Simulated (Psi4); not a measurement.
# CH7BGe (SMILES C[BH][GeH3]) at MP2/def2-SVP

What is the energy change on altering one bond length of CH7BGe at MP2/def2-SVP? 

The results are computed with Psi4 1.11.

2 further runs of the same task are left out: 2 set aside as unsound or not needed.

### 1 Starting point

CH7BGe has 10 atoms, charge 0, and is taken as a singlet. As SMILES, `C[BH][GeH3]`. The shape is that of a PBE0-D4/def2-TZVP optimisation.

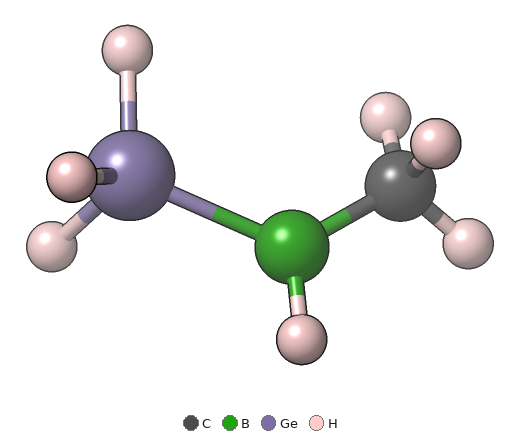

The structure, seen from a chosen angle (carbon dark grey, boron green, germanium purple, hydrogen pink).

### 2 The energy at MP2/def2-SVP

ch7bge.json reads:

```json
{
  "schema_name": "qcschema_input",
  "schema_version": 1,
  "molecule": {
    "schema_name": "qcschema_molecule",
    "schema_version": 2,
    "symbols": ["C", "B", "Ge", "H", "H", "H", "H", "H", "H", "H"],
    "geometry": [-2.28902525, 1.60248775, -1.09547423, -0.02626719, -0.23243631, -1.36003589, 2.10005264, -1.48267912, 1.66598255, -3.72767375, 1.41446, -2.56435835, -1.41219233, 3.47199381, -1.4165387, -3.16925968, 1.69829687, 0.76685086, 0.61605072, -0.91028107, -3.42607346, 1.73552447, -4.36035406, 1.9809999, 1.37798829, -0.2435857, 4.2027509, 4.95202731, -1.0550341, 1.25118767],
    "molecular_charge": 0,
    "molecular_multiplicity": 1,
    "fix_symmetry": "c1"
  },
  "driver": "energy",
  "model": {
    "method": "mp2",
    "basis": "def2-SVP"
  },
  "keywords": {
    "reference": "rhf",
    "puream": true,
    "e_convergence": 1e-09,
    "d_convergence": 1e-08,
    "scf_type": "pk",
    "num_frozen_docc": 11,
    "mp2_type": "conv"
  }
}
```

Run with:

```sh
psi4 --qcschema ch7bge.json -n 1 --memory 1600MB
```

stdout:

```text
[...]
  Running in c1 symmetry.
[...]
  Nuclear repulsion =  160.491316113330925
[...]
  Multiplicity = 1
[...]
  Nalpha       = 25
  Nbeta        = 25
[...]
    Number of basis functions: 95
[...]
   @RHF iter   1: -2140.42543644694206   -3.26770e+00   2.25458e-02 DIIS/ADIIS
[...]
   @RHF iter  12: -2141.65716891835018   -2.63753e-11   6.97276e-09 DIIS
[...]
    Orbital Energies [Eh]
    ---------------------
    Doubly Occupied:
       1A   -405.175937     2A    -52.104492     3A    -46.205628
       4A    -46.205516     5A    -46.205236     6A    -11.215593
       7A     -7.617846     8A     -7.160455     9A     -5.138803
      10A     -5.138539    11A     -5.137466    12A     -1.612588
      13A     -1.612485    14A     -1.609958    15A     -1.608370
      16A     -1.608151    17A     -0.953717    18A     -0.734115
      19A     -0.632126    20A     -0.571364    21A     -0.554233
      22A     -0.492998    23A     -0.457620    24A     -0.449494
      25A     -0.393166
[...]
  @RHF Final Energy: -2141.65716891835018
   => Energetics <=
    Nuclear Repulsion Energy =            160.4913161133309245
    One-Electron Energy =               -3303.1051777972816126
    Two-Electron Energy =                1000.9566927656010193
    Total Energy =                      -2141.6571689183497256
[...]
 Multipole Moments:
 ------------------------------------------------------------------------------------
     Multipole            Electronic (a.u.)      Nuclear  (a.u.)        Total (a.u.)
 ------------------------------------------------------------------------------------
 L = 1.  Multiply by 2.5417464519 to convert [e a0] to [Debye]
 Dipole X            :          7.4222371           -7.7694069           -0.3471698
 Dipole Y            :         -5.3923998            5.6994566            0.3070569
 Dipole Z            :          5.0713972           -5.3471853           -0.2757881
 Magnitude           :                                                    0.5393235
[...]
	SCS-MP2 Total Energy (a.u.)        : -2142.12110948430063
	SOS-MP2 Total Energy (a.u.)        : -2142.08395776873522
	SCSN-MP2 Total Energy (a.u.)       : -2141.85332997653677
[...]
	SOS-PI-MP2 Total Energy (a.u.)     : -2142.15508924379947
[...]
	MP2 Total Energy (a.u.)            : -2142.12428144036812
[...]
```

The result, in JSON:

```text
{
 "driver": "energy",
 "model": {
  "method": "mp2",
  "basis": "def2-SVP"
 },
 "success": true,
 "return_result": -2142.124281440368,
 "properties": {
  "calcinfo_nbasis": 95,
  "calcinfo_nmo": 95,
  "calcinfo_nalpha": 25,
  "calcinfo_nbeta": 25,
  "calcinfo_natom": 10,
  "nuclear_repulsion_energy": 160.49131611333092,
  "return_energy": -2142.124281440368,
  "scf_one_electron_energy": -3303.1051777972816,
  "scf_two_electron_energy": 1000.956692765601,
  "scf_dipole_moment": [-0.3471698024685139, 0.3070568581798323, -0.2757880831270194],
  "scf_total_energy": -2141.65716891835,
  "scf_iterations": 12,
  "mp2_same_spin_correlation_energy": -0.11145514669708219,
  "mp2_opposite_spin_correlation_energy": -0.35565737532088787,
  "mp2_singles_energy": 0.0,
  "mp2_doubles_energy": -0.4671125220179701,
  "mp2_correlation_energy": -0.46711252201794196,
  "mp2_total_energy": -2142.124281440368
 }
}
```

It took 9.6 s on 1 thread of Intel Xeon Platinum 8259CL at 2.50GHz (Skylake/Cascade Lake), shared host; peak memory 0.53 GiB.

### 3 The distorted shape at the same level

input.json reads:

```json
{
  "schema_name": "qcschema_input",
  "schema_version": 1,
  "molecule": {
    "schema_name": "qcschema_molecule",
    "schema_version": 2,
    "symbols": ["C", "B", "Ge", "H", "H", "H", "H", "H", "H", "H"],
    "geometry": [-1.56974069, 1.69649596, -0.36107375, 0.69301737, -0.13842811, -0.62563541, 2.81933721, -1.38867091, 2.40038304, -3.72767375, 1.41446, -2.56435835, -0.69290777, 3.56600201, -0.68213822, -2.44997512, 1.79230507, 1.50125135, 1.33533528, -0.81627287, -2.69167298, 2.45480904, -4.26634585, 2.71540038, 2.09727286, -0.14957749, 4.93715139, 5.67131187, -0.96102589, 1.98558815],
    "molecular_charge": 0,
    "molecular_multiplicity": 1,
    "fix_symmetry": "c1"
  },
  "driver": "energy",
  "model": {
    "method": "mp2",
    "basis": "def2-SVP"
  },
  "keywords": {
    "puream": true,
    "e_convergence": 1e-09,
    "d_convergence": 1e-08,
    "scf_type": "pk",
    "num_frozen_docc": 11,
    "mp2_type": "conv"
  }
}
```

Run with:

```sh
psi4 --qcschema input.json -n 1 --memory 1600MB
```

stdout:

```text
[...]
  Running in c1 symmetry.
[...]
  Nuclear repulsion =  158.716767606880637
[...]
  Multiplicity = 1
[...]
  Nalpha       = 25
  Nbeta        = 25
[...]
    Number of basis functions: 95
[...]
   @RHF iter   1: -2140.31836868819028   -3.41877e+00   2.25644e-02 ADIIS/DIIS
[...]
   @RHF iter  12: -2141.57435197389623   -1.95541e-11   7.97885e-09 DIIS
[...]
    Orbital Energies [Eh]
    ---------------------
    Doubly Occupied:
       1A   -405.182123     2A    -52.110642     3A    -46.211765
       4A    -46.211659     5A    -46.211427     6A    -11.266555
       7A     -7.624968     8A     -7.166604     9A     -5.144890
      10A     -5.144644    11A     -5.143742    12A     -1.618674
      13A     -1.618522    14A     -1.616279    15A     -1.614521
      16A     -1.614344    17A     -0.936331    18A     -0.736840
      19A     -0.638375    20A     -0.568840    21A     -0.503685
      22A     -0.473397    23A     -0.461900    24A     -0.453679
      25A     -0.382885
[...]
  @RHF Final Energy: -2141.57435197389623
   => Energetics <=
    Nuclear Repulsion Energy =            158.7167676068806372
    One-Electron Energy =               -3299.2676603942090878
    Two-Electron Energy =                 998.9765408134323934
    Total Energy =                      -2141.5743519738962277
[...]
 Multipole Moments:
 ------------------------------------------------------------------------------------
     Multipole            Electronic (a.u.)      Nuclear  (a.u.)        Total (a.u.)
 ------------------------------------------------------------------------------------
 L = 1.  Multiply by 2.5417464519 to convert [e a0] to [Debye]
 Dipole X            :          8.0432719           -8.1401262           -0.0968543
 Dipole Y            :         -5.3754978            5.6510048            0.2755069
 Dipole Z            :          5.6470249           -5.7256953           -0.0786704
 Magnitude           :                                                    0.3024465
[...]
	SCS-MP2 Total Energy (a.u.)        : -2142.04501470526020
	SOS-MP2 Total Energy (a.u.)        : -2142.00796141970977
	SCSN-MP2 Total Energy (a.u.)       : -2141.76999332160358
[...]
	SOS-PI-MP2 Total Energy (a.u.)     : -2142.08022966067892
[...]
	MP2 Total Energy (a.u.)            : -2142.04685303539281
[...]
```

The result, in JSON:

```text
{
 "driver": "energy",
 "model": {
  "method": "mp2",
  "basis": "def2-SVP"
 },
 "success": true,
 "return_result": -2142.046853035393,
 "properties": {
  "calcinfo_nbasis": 95,
  "calcinfo_nmo": 95,
  "calcinfo_nalpha": 25,
  "calcinfo_nbeta": 25,
  "calcinfo_natom": 10,
  "nuclear_repulsion_energy": 158.71676760688064,
  "return_energy": -2142.046853035393,
  "scf_one_electron_energy": -3299.267660394209,
  "scf_two_electron_energy": 998.9765408134324,
  "scf_dipole_moment": [-0.09685432236032021, 0.2755069271100776, -0.07867041267091146],
  "scf_total_energy": -2141.5743519738962,
  "scf_iterations": 12,
  "mp2_same_spin_correlation_energy": -0.11115985665187711,
  "mp2_opposite_spin_correlation_energy": -0.3613412048446943,
  "mp2_singles_energy": 0.0,
  "mp2_doubles_energy": -0.4725010614965714,
  "mp2_correlation_energy": -0.47250106149658677,
  "mp2_total_energy": -2142.046853035393
 }
}
```

It took 14 s on 1 thread of Intel Xeon Platinum 8259CL at 2.50GHz (Skylake/Cascade Lake), shared host; peak memory 0.53 GiB.

### 4 Summary of results

Level: MP2/def2-SVP, 11 core orbitals frozen.

```
                                                         quantity           value
                                        first shape: total energy  -2142.12428 Eh
                 first shape: HOMO energy (Hartree–Fock orbitals)       -10.70 eV
                 first shape: LUMO energy (Hartree–Fock orbitals)         1.90 eV
               first shape: HOMO–LUMO gap (Hartree–Fock orbitals)        12.60 eV
        first shape: correlation energy (11 core orbitals frozen)      -467.1 mEh
                                    distorted shape: total energy  -2142.04685 Eh
             distorted shape: HOMO energy (Hartree–Fock orbitals)       -10.42 eV
             distorted shape: LUMO energy (Hartree–Fock orbitals)         1.60 eV
           distorted shape: HOMO–LUMO gap (Hartree–Fock orbitals)        12.02 eV
    distorted shape: correlation energy (11 core orbitals frozen)      -472.5 mEh
energy change with the C1–H4 bond stretched from 1.093 to 1.639 Å        2.107 eV
```

In words: With the C1–H4 bond stretched from 1.093 to 1.639 Å the energy rises by 2.11 eV (203 kJ/mol). The first shape isn't relaxed at this level, so the change isn't measured from a minimum.
